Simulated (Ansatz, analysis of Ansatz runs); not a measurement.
## B-H pair in alpha-quartz: local vibrational mode, PBE

How near does this set-up come to the measured local vibrational mode? Subject: B-H pair in alpha-quartz. Set-up: PBE, 72-site cell, PBE lattice, 420 eV, k: the single point 1/4 1/4 1/4, anharmonic cut along the mode. The model is a cell of 72 host atoms with B put on another atom's site and H put in between. The frequencies come from force constants among the defect atom and its neighbours, with the masses of the isotopes named.

What was measured. O-H stretch, 1H: 3595 cm⁻¹ at 300 K, by diffuse reflectance FTIR with peak fitting (“Structural evolution of water and hydroxyl groups during thermal, mechanical and chemical treatment of high purity natural quartz”, 2020, pmc:9055915).

Calculated with Ansatz 0.2.0; plane-wave PAW DFT, PBE; relaxation of all atoms of a defect supercell.

### 1. The structure

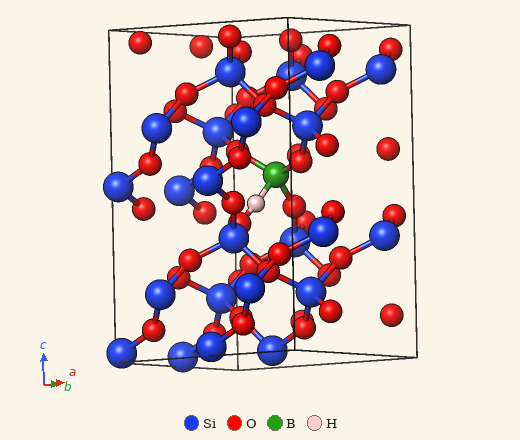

The cell as given, slightly off an axis (silicon blue, oxygen red, boron green, hydrogen pink). Bonds to atoms that aren't drawn are left out.

The cell holds 73 atoms: 23 Si, 48 O, 1 B and 1 H. Cell: a = 10.037 Å, b = 10.037 Å, c = 11.018 Å, α = 90.0°, β = 90.0°, γ = 120.0°. It derives from SiO2 (space group P3_221). Nearest the centre at fractional (0.249, 0.230, 0.471): H73 at 0.44 Å, B12 at 0.88 Å, O4 at 1.45 Å, O9 at 1.78 Å, O15 at 1.82 Å, O16 at 1.84 Å, Si1 at 2.71 Å, Si19 at 3.16 Å.

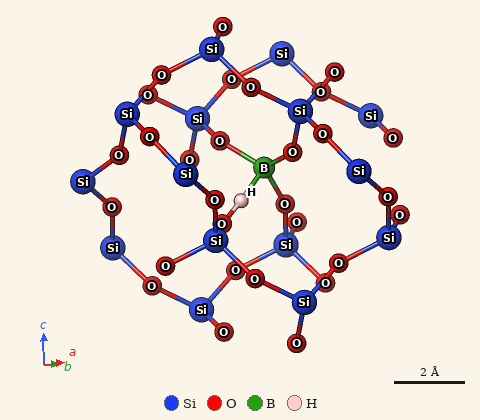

The atoms within 5 Å of the centre.

The host's primitive cell comes from a first run (plane-wave PAW DFT, PBE; relaxation of the host's cell and atoms): vectors of 5.018, 5.018 and 5.509 Å. That is 13.35 Å³ an atom, 6.1 % over the diffraction cell's volume. The supercell is built on it.

### 2. Relaxation, charge 0

Every later number rests on the structure around the defect, so the atoms are relaxed at the host's lattice first.

The input, relax/input.yaml:

```yaml
relax:
  f_tol: 0.01
  max_steps: 80
  random_displacement: { amplitude: 0.02, seed: 271 }
crystal:
  lattice:
    - [10.03667686, 0.0, 0.0]
    - [-5.01833843, 8.69201713, 0.0]
    - [0.0, 0.0, 11.01794812]
  atoms:
    - { symbol: Si, position: [0.238184542, 0.0, 0.333333333] }
    - { symbol: Si, position: [0.0, 0.238184542, 0.166666667] }
    - { symbol: Si, position: [0.261815458, 0.261815458, 0.0] }
    - { symbol: O, position: [0.198334713, 0.108110665, 0.380823114] }
    - { symbol: O, position: [0.371939995, 0.079143434, 0.230475275] }
    - { symbol: O, position: [0.420856566, 0.292796561, 0.063808608] }
    - { symbol: O, position: [0.128060005, 0.207203439, 0.102858058] }
    - { symbol: O, position: [0.079143434, 0.371939995, 0.269524725] }
    - { symbol: O, position: [0.292796561, 0.420856566, 0.436191392] }
    - { symbol: Si, position: [0.238184542, 0.0, 0.833333333] }
    - { symbol: Si, position: [0.0, 0.238184542, 0.666666667] }
    - { symbol: B, position: [0.277776022, 0.297721968, 0.52937026] }
    - { symbol: O, position: [0.207203439, 0.128060005, 0.897141942] }
    - { symbol: O, position: [0.371939995, 0.079143434, 0.730475275] }
    - { symbol: O, position: [0.420856566, 0.292796561, 0.563808608] }
    - { symbol: O, position: [0.128060005, 0.207203439, 0.602858058] }
    - { symbol: O, position: [0.079143434, 0.371939995, 0.769524725] }
    - { symbol: O, position: [0.292796561, 0.420856566, 0.936191392] }
    - { symbol: Si, position: [0.238184542, 0.5, 0.333333333] }
    - { symbol: Si, position: [0.0, 0.738184542, 0.166666667] }
    - { symbol: Si, position: [0.261815458, 0.761815458, 0.0] }
    - { symbol: O, position: [0.207203439, 0.628060005, 0.397141942] }
    - { symbol: O, position: [0.371939995, 0.579143434, 0.230475275] }
    - { symbol: O, position: [0.420856566, 0.792796561, 0.063808608] }
    - { symbol: O, position: [0.128060005, 0.707203439, 0.102858058] }
    - { symbol: O, position: [0.079143434, 0.871939995, 0.269524725] }
    - { symbol: O, position: [0.292796561, 0.920856566, 0.436191392] }
    - { symbol: Si, position: [0.238184542, 0.5, 0.833333333] }
    - { symbol: Si, position: [0.0, 0.738184542, 0.666666667] }
    - { symbol: Si, position: [0.261815458, 0.761815458, 0.5] }
    - { symbol: O, position: [0.207203439, 0.628060005, 0.897141942] }
    - { symbol: O, position: [0.371939995, 0.579143434, 0.730475275] }
    - { symbol: O, position: [0.420856566, 0.792796561, 0.563808608] }
    - { symbol: O, position: [0.128060005, 0.707203439, 0.602858058] }
    - { symbol: O, position: [0.079143434, 0.871939995, 0.769524725] }
    - { symbol: O, position: [0.292796561, 0.920856566, 0.936191392] }
    - { symbol: Si, position: [0.738184542, 0.0, 0.333333333] }
    - { symbol: Si, position: [0.5, 0.238184542, 0.166666667] }
    - { symbol: Si, position: [0.761815458, 0.261815458, 0.0] }
    - { symbol: O, position: [0.707203439, 0.128060005, 0.397141942] }
    - { symbol: O, position: [0.871939995, 0.079143434, 0.230475275] }
    - { symbol: O, position: [0.920856566, 0.292796561, 0.063808608] }
    - { symbol: O, position: [0.628060005, 0.207203439, 0.102858058] }
    - { symbol: O, position: [0.579143434, 0.371939995, 0.269524725] }
    - { symbol: O, position: [0.792796561, 0.420856566, 0.436191392] }
    - { symbol: Si, position: [0.738184542, 0.0, 0.833333333] }
    - { symbol: Si, position: [0.5, 0.238184542, 0.666666667] }
    - { symbol: Si, position: [0.761815458, 0.261815458, 0.5] }
    - { symbol: O, position: [0.707203439, 0.128060005, 0.897141942] }
    - { symbol: O, position: [0.871939995, 0.079143434, 0.730475275] }
    - { symbol: O, position: [0.920856566, 0.292796561, 0.563808608] }
    - { symbol: O, position: [0.628060005, 0.207203439, 0.602858058] }
    - { symbol: O, position: [0.579143434, 0.371939995, 0.769524725] }
    - { symbol: O, position: [0.792796561, 0.420856566, 0.936191392] }
    - { symbol: Si, position: [0.738184542, 0.5, 0.333333333] }
    - { symbol: Si, position: [0.5, 0.738184542, 0.166666667] }
    - { symbol: Si, position: [0.761815458, 0.761815458, 0.0] }
    - { symbol: O, position: [0.707203439, 0.628060005, 0.397141942] }
    - { symbol: O, position: [0.871939995, 0.579143434, 0.230475275] }
    - { symbol: O, position: [0.920856566, 0.792796561, 0.063808608] }
    - { symbol: O, position: [0.628060005, 0.707203439, 0.102858058] }
    - { symbol: O, position: [0.579143434, 0.871939995, 0.269524725] }
    - { symbol: O, position: [0.792796561, 0.920856566, 0.436191392] }
    - { symbol: Si, position: [0.738184542, 0.5, 0.833333333] }
    - { symbol: Si, position: [0.5, 0.738184542, 0.666666667] }
    - { symbol: Si, position: [0.761815458, 0.761815458, 0.5] }
    - { symbol: O, position: [0.707203439, 0.628060005, 0.897141942] }
    - { symbol: O, position: [0.871939995, 0.579143434, 0.730475275] }
    - { symbol: O, position: [0.920856566, 0.792796561, 0.563808608] }
    - { symbol: O, position: [0.628060005, 0.707203439, 0.602858058] }
    - { symbol: O, position: [0.579143434, 0.871939995, 0.769524725] }
    - { symbol: O, position: [0.792796561, 0.920856566, 0.936191392] }
    - { symbol: H, position: [0.233551, 0.194057, 0.441983] }
basis:
  ecutwfc: 420
  xc_grid: 2
hamiltonian:
  xc: pbe
kpoints:
  mp_grid: { grid: [1, 1, 1], shift: [0.25, 0.25, 0.25] }
scf:
  occupations: { method: fermi_dirac, width: 0.01 }
  max_iter: 120
output:
  forces: true
checkpoint:
  write: "../relax.run"
  compress: false
  write_wavefunctions: true
  write_every: 100000
```

Launch:

```sh
$ ansatz run input.yaml --threads 2 --pin off --max-ram 3768MiB --backend cpu --events-out ev --progress --plain --runs-dir out
```

Numbers of over 12 decimals in the logs are rounded to 6 here.

What it wrote:

```text
[... repeated set-up lines and file paths are left out, and long positions are rounded to six places ...]
Engine: ansatz 0.2.0, aarch64-unknown-linux-gnu
Pseudopotentials: kind: paw
Pseudopotential: Si, paw, valence charge 4, recommended cutoff 420 eV (normal), Si.paw.azcp
Pseudopotential: O, paw, valence charge 6, recommended cutoff 420 eV (normal), O.paw.azcp
Pseudopotential: B, paw, valence charge 3, recommended cutoff 420 eV (normal), B.paw.azcp
Pseudopotential: H, paw, valence charge 1, recommended cutoff 420 eV (normal), H.paw.azcp
Functional definition: PBE
  parameter kappa = 0.804
  parameter beta = 0.066725
  exchange = pbe_x(kappa = kappa, mu = beta*pi^2/3)
  correlation = pbe_c(beta = beta)
Crystal: 73 atoms, lattice volume = 961.194 Å³
Basis set: ecut = 420 eV, 18781 PW (Γ), exchange–correlation on 144×144×150 points (8 copies of the dense FFT grid, shifted against one another)
Bands: 265, of which v1, the nominal top of the filled ones, is band 192 counted from 1 (191 counted from 0)
Symmetry: 1 space group operations
k-points: 1
Non-local potential: Si, projectors of the file, l = 0: 2, l = 1: 2, l = 2: 2
Non-local potential: O, projectors of the file, l = 0: 2, l = 1: 2, l = 2: 1
Non-local potential: B, projectors of the file, l = 0: 2, l = 1: 2, l = 2: 1
Non-local potential: H, projectors of the file, l = 0: 2, l = 1: 1
PAW form: soft (Blöchl's): semilocal exchange-correlation on the pseudo side does not see the compensation charge
PAW one-centre angular grid: Si, 110 points (default); XC on 64 Gauss nodes
PAW one-centre angular grid: O, 110 points (default); XC on 64 Gauss nodes
PAW one-centre angular grid: B, 110 points (default); XC on 64 Gauss nodes
PAW one-centre angular grid: H, 110 points (default); XC on 64 Gauss nodes
Initial density: superposition of atomic densities (neutral atoms: chi_scale 0, normalization atom), corrected by the library's trained network
Initial wavefunctions: pseudopotential atomic-orbital guess
Functional: x = pbe(κ = 0.804, μ = 0.219515), c = pbe(β = 0.066725)
SCF iter   1: F=—  HF=-42108.053580 eV  |F-HF|=—  |Δ(HF+E_count)|=         —  Δρ=3.59e-3  dr2=1.80e-1  ethr=1.77e-3  ⟨swp⟩=6.0  Hψ=1084  notcnv=0  defer=64
preconditioner: auto → Resta (q_TF=auto, 2.341 Å⁻¹)  ε∞=3.0  [insulator: Δε(μ)=4.290 eV  Ē_g=16.609 eV  σ=0.010 eV  W_gap=1.00  n_scr=212 (ndim 8)  ℏωp=23.5 eV  f_vac=0.150  D(μ)=0.00/eV (n_scr^D=0)  ε∞_Penn≈3.0]
SCF iter   2: F=—  HF=-42108.041415 eV  |F-HF|=—  |Δ(HF+E_count)|=   1.22e-2  Δρ=1.81e-3  dr2=4.12e-2  ethr=4.70e-5  ⟨swp⟩=3.0  Hψ=506  notcnv=0  defer=68
SCF iter   3: F=—  HF=-42108.032631 eV  |F-HF|=—  |Δ(HF+E_count)|=   8.78e-3  Δρ=7.99e-4  dr2=1.07e-2  ethr=1.07e-5  ⟨swp⟩=3.0  Hψ=395  notcnv=0  defer=68
SCF iter   4: F=—  HF=-42108.029446 eV  |F-HF|=—  |Δ(HF+E_count)|=   3.18e-3  Δρ=2.93e-4  dr2=9.33e-4  ethr=2.79e-6  ⟨swp⟩=2.0  Hψ=394  notcnv=0  defer=68
SCF iter   5: F=—  HF=-42108.028207 eV  |F-HF|=—  |Δ(HF+E_count)|=   1.24e-3  Δρ=1.63e-4  dr2=2.14e-4  ethr=2.43e-7  ⟨swp⟩=2.0  Hψ=458  notcnv=0  defer=68
SCF iter   6: F=—  HF=-42108.028187 eV  |F-HF|=—  |Δ(HF+E_count)|=   1.94e-5  Δρ=5.11e-5  dr2=2.18e-5  ethr=5.58e-8  ⟨swp⟩=2.0  Hψ=390  notcnv=0  defer=68
SCF iter   7: F=—  HF=-42108.028194 eV  |F-HF|=—  |Δ(HF+E_count)|=   6.26e-6  Δρ=1.71e-5  dr2=2.71e-6  ethr=5.67e-9  ⟨swp⟩=2.0  Hψ=389  notcnv=0  defer=68
SCF iter   8: F=-42108.028195 eV  HF=-42108.028195 eV  |F-HF|=1.39e-7  |Δ(HF+E_count)|=   1.33e-6  Δρ=8.98e-6  dr2=6.41e-7  ethr=6.51e-10  ⟨swp⟩=4.0  Hψ=791  notcnv=0
SCF 1 converged in 8 iterations: F = -42108.028195 eV  dr2 = 6.41e-7
  greatest PAW one-centre occupation: 0.876 electrons in one spin orbital (limit 2), on the O atom at site 3 (counted from 0), in its partial waves of l = 0
relax step   1: F+E_penalty+E_count = -42108.02819474 eV  Δ(F+E_penalty+E_count) = +0.000e0 eV  max|allowed force component| = 6.847e0 eV/Å  Δτ_max = 0.0000 Å  (8 SCF iters, dr2 threshold 2.50e-6 eV, accepted)
[... the SCF cycles and remarks between the steps are left out from here to the last step ...]
relax step   2: F+E_penalty+E_count = -42110.46456120 eV  Δ(F+E_penalty+E_count) = -2.436e0 eV  max|allowed force component| = 3.364e0 eV/Å  Δτ_max = 0.1873 Å  (6 SCF iters, dr2 threshold 1.00e-4 eV, accepted)
relax step   3: F+E_penalty+E_count = -42111.45513824 eV  Δ(F+E_penalty+E_count) = -9.906e-1 eV  max|allowed force component| = 1.683e0 eV/Å  Δτ_max = 0.1915 Å  (6 SCF iters, dr2 threshold 1.00e-4 eV, accepted)
relax step   4: F+E_penalty+E_count = -42111.73953407 eV  Δ(F+E_penalty+E_count) = -2.844e-1 eV  max|allowed force component| = 5.236e-1 eV/Å  Δτ_max = 0.2000 Å  (5 SCF iters, dr2 threshold 1.00e-4 eV, accepted)
relax step   5: F+E_penalty+E_count = -42111.80168085 eV  Δ(F+E_penalty+E_count) = -6.215e-2 eV  max|allowed force component| = 2.724e-1 eV/Å  Δτ_max = 0.1236 Å  (5 SCF iters, dr2 threshold 2.65e-5 eV, accepted)
relax step   6: F+E_penalty+E_count = -42111.86779991 eV  Δ(F+E_penalty+E_count) = -6.612e-2 eV  max|allowed force component| = 5.973e-1 eV/Å  Δτ_max = 0.1951 Å  (6 SCF iters, dr2 threshold 7.18e-6 eV, accepted)
relax step   7: F+E_penalty+E_count = -42111.93095479 eV  Δ(F+E_penalty+E_count) = -6.315e-2 eV  max|allowed force component| = 4.998e-1 eV/Å  Δτ_max = 0.2000 Å  (5 SCF iters, dr2 threshold 9.65e-5 eV, accepted)
relax step   8: F+E_penalty+E_count = -42111.98857143 eV  Δ(F+E_penalty+E_count) = -5.762e-2 eV  max|allowed force component| = 8.602e-1 eV/Å  Δτ_max = 0.1948 Å  (5 SCF iters, dr2 threshold 1.00e-4 eV, accepted)
relax step   9: F+E_penalty+E_count = -42112.04676812 eV  Δ(F+E_penalty+E_count) = -5.820e-2 eV  max|allowed force component| = 2.919e-1 eV/Å  Δτ_max = 0.2000 Å  (6 SCF iters, dr2 threshold 1.00e-4 eV, accepted)
relax step  10: F+E_penalty+E_count = -42112.07755619 eV  Δ(F+E_penalty+E_count) = -3.079e-2 eV  max|allowed force component| = 2.700e-1 eV/Å  Δτ_max = 0.1568 Å  (7 SCF iters, dr2 threshold 9.81e-6 eV, accepted)
relax step  11: F+E_penalty+E_count = -42112.08066048 eV  Δ(F+E_penalty+E_count) = -3.104e-3 eV  max|allowed force component| = 1.709e-1 eV/Å  Δτ_max = 0.0317 Å  (4 SCF iters, dr2 threshold 8.39e-6 eV, accepted)
relax step  12: F+E_penalty+E_count = -42112.07819196 eV  Δ(F+E_penalty+E_count) = +2.469e-3 eV  max|allowed force component| = 1.606e-1 eV/Å  Δτ_max = 0.1144 Å  (5 SCF iters, dr2 threshold 1.17e-5 eV, rejected (line search))
relax step  13: F+E_penalty+E_count = -42112.08396077 eV  Δ(F+E_penalty+E_count) = -3.300e-3 eV  max|allowed force component| = 8.389e-2 eV/Å  Δτ_max = 0.0572 Å  (8 SCF iters, accepted)
relax step  14: F+E_penalty+E_count = -42112.08429483 eV  Δ(F+E_penalty+E_count) = -3.341e-4 eV  max|allowed force component| = 2.456e-2 eV/Å  Δτ_max = 0.0116 Å  (5 SCF iters, dr2 threshold 1.69e-6 eV, accepted)
relax step  15: F+E_penalty+E_count = -42112.08438012 eV  Δ(F+E_penalty+E_count) = -8.529e-5 eV  max|allowed force component| = 1.218e-2 eV/Å  Δτ_max = 0.0081 Å  (6 SCF iters, accepted)
SCF iter   1: F=—  HF=-42112.085375 eV  |F-HF|=—  |Δ(HF+E_count)|=         —  Δρ=2.06e-4  dr2=1.84e-4  ethr=5.70e-7  ⟨swp⟩=5.0  Hψ=631  notcnv=0  defer=66
SCF iter   2: F=—  HF=-42112.085335 eV  |F-HF|=—  |Δ(HF+E_count)|=   4.00e-5  Δρ=1.12e-4  dr2=5.57e-5  ethr=4.80e-8  ⟨swp⟩=2.0  Hψ=342  notcnv=0  defer=66
SCF iter   3: F=—  HF=-42112.084404 eV  |F-HF|=—  |Δ(HF+E_count)|=   9.31e-4  Δρ=2.58e-5  dr2=3.96e-6  ethr=1.45e-8  ⟨swp⟩=2.0  Hψ=368  notcnv=0  defer=66
SCF iter   4: F=—  HF=-42112.084403 eV  |F-HF|=—  |Δ(HF+E_count)|=   9.19e-7  Δρ=9.14e-6  dr2=4.03e-7  ethr=1.03e-9  ⟨swp⟩=2.0  Hψ=391  notcnv=0  defer=66
SCF iter   5: F=-42112.084403 eV  HF=-42112.084403 eV  |F-HF|=1.64e-8  |Δ(HF+E_count)|=   1.01e-7  Δρ=2.99e-6  dr2=6.02e-8  ethr=2.60e-11  ⟨swp⟩=5.0  Hψ=917  notcnv=0
SCF 16 converged in 5 iterations: F = -42112.084403 eV  dr2 = 6.02e-8
relax step  16: F+E_penalty+E_count = -42112.08440273 eV  Δ(F+E_penalty+E_count) = -2.261e-5 eV  max|allowed force component| = 1.551e-3 eV/Å  Δτ_max = 0.0055 Å  (5 SCF iters, accepted)
NSCF: frozen V_eff on 1 k-points
the band table was solved once a step of the walk had ended and its energy, with any forces and stress, was formed, with the checks that follow a solve (1234 applications of the Hamiltonian). They found nothing against the state; [...]
SCF converged after 5 iterations
Free energy (F): -42112.084403 eV
Harris-Foulkes:  -42112.084403 eV  (|F-HF|=1.64e-8)
Internal energy: -42112.084403 eV  (E = F + TS)
E sigma→0 (E₀):  -42112.084403 eV
Fermi energy:    5.166565 eV
--- Per-component energies (eV) ---
  E_band       = -1862.875737
  E_kinetic    = 9644.871353
  E_local      = -24553.302689  (includes V_loc(G=0)·N_el)
  E_nonlocal   = 2864.994295
  E_hartree    = 8846.341446
  E_xc         = -4876.271885
  E_vxc        = -5677.581862  (∫ρ·V_xc dr)
  E_paw        = -19512.102811  (= ΣΔE_a)
  E_vpaw       = -1834.662931  (= ΣTr[D̂ρ^β])
  E_aug_tail   = 0.123230  (compensation charges beyond the density's cutoff)
  E_ewald      = -14526.737342
  E_smearing   = -0.000000  (= −TS)
  E_closure    = -0.000000  (closes the sum)
  Σ components = -42112.084403   (vs F -42112.084403, Δ=0.00e0)
--- Forces (eV/Å), atoms counted from 1 ---
  atom   1  Si     0.00032276    -0.00016754     0.00015366
  atom   2  Si     0.00045745    -0.00058180     0.00048379
  [... 1 atom left out ...]
  atom   4  O     -0.00130605    -0.00057661     0.00039027
  [... 4 atoms left out ...]
  atom   9  O      0.00083777     0.00085359    -0.00073082
  [... 1 atom left out ...]
  atom  11  Si    -0.00035365    -0.00041381     0.00009399
  atom  12  B      0.00053704     0.00135505     0.00139684
  [... 2 atoms left out ...]
  atom  15  O      0.00130960    -0.00066416    -0.00138850
  atom  16  O      0.00002004    -0.00115643    -0.00100781
  [... 2 atoms left out ...]
  atom  19  Si    -0.00086623     0.00061959     0.00016751
  [... 27 atoms left out ...]
  atom  47  Si    -0.00007534     0.00029474     0.00031874
  [... 25 atoms left out ...]
  atom  73  H      0.00076235     0.00126789    -0.00010888
  max |Σ_I F_I| component: 1.12e-4 eV/Å
--- Band table (eV) ---
  k-point 0: bands = ["-17.1809", "-17.0452", "-17.0158", "-16.9801", [... 257 left out ...] "13.6621", "13.7573", "13.7699", "13.8275"]
--- Relaxed structure (16 steps of the walk, 15 accepted, 0 SCFs on fresh bases) ---
  F+E_penalty+E_count = -42112.08440273 eV   max|allowed force component| = 1.551e-3 eV/Å
  atoms:
    - { symbol: Si, position: [0.238271, -0.012480, 0.324929] }
    - { symbol: Si, position: [0.001435, 0.240144, 0.171352] }
    [... 1 atom left out ...]
    - { symbol: O, position: [0.204514, 0.121014, 0.374643] }
    [... 4 atoms left out ...]
    - { symbol: O, position: [0.298939, 0.417937, 0.445670] }
    [... 1 atom left out ...]
    - { symbol: Si, position: [0.002840, 0.247878, 0.670547] }
    - { symbol: B, position: [0.279701, 0.320780, 0.542172] }
    [... 2 atoms left out ...]
    - { symbol: O, position: [0.406506, 0.310228, 0.574699] }
    - { symbol: O, position: [0.143568, 0.240287, 0.604288] }
    [... 2 atoms left out ...]
    - { symbol: Si, position: [0.239552, 0.495540, 0.344275] }
    [... 27 atoms left out ...]
    - { symbol: Si, position: [0.486525, 0.243437, 0.666787] }
    [... 25 atoms left out ...]
    - { symbol: H, position: [0.282711, 0.224653, 0.352257] }
```

The job ended after 10 min (2 threads of Arm Neoverse N1, shared host; peak memory 1.6 GiB).

(Part 1 of 2 ends here.)

[Logs are printed without paths, hosts, clocks, repeated set-up lines and the standing remarks that a program may print on its own settings, such as how far it seeks lower states.]

[Hosts, paths, dates, database ids (printed as entryN), source tags and the programs' standing remarks are cut or masked in the printed files.]

[For some hosts the program warned that the k-mesh of the response run may be too coarse for force constants and the static dielectric constant; such warnings are not shown here.]
